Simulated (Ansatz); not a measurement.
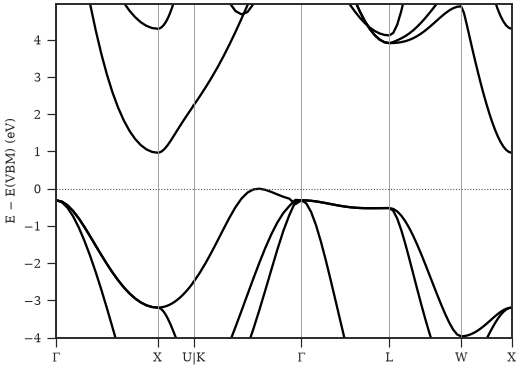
Figure: Band structure from PBE (plane waves, PAW; program Ansatz)

Read off the gap and where the band edges lie.

About 1.0 eV (0.97 eV by a search for the band edges); maximum on the K–Γ line, 60 % of the way from K, minimum at X.

Pick the material that matches.
(A) BeS, rock salt
(B) MgS, rock salt
(C) ZnS, zinc blende
(D) YN, rock salt

A, BeS, rock salt

Space group Fm-3m (rock salt). The start of the workflow was typed in or built on a structure type; neither database checked (COD, Materials Project) lists it. COD files the formula under space group No. 216, so this cell is another polymorph or a model. Its standing as an ambient phase is unchecked. Symmetry was held in the PBE relaxation; its stability against distortions is not shown here.

Potentials: the earlier of the program's two PAW sets.
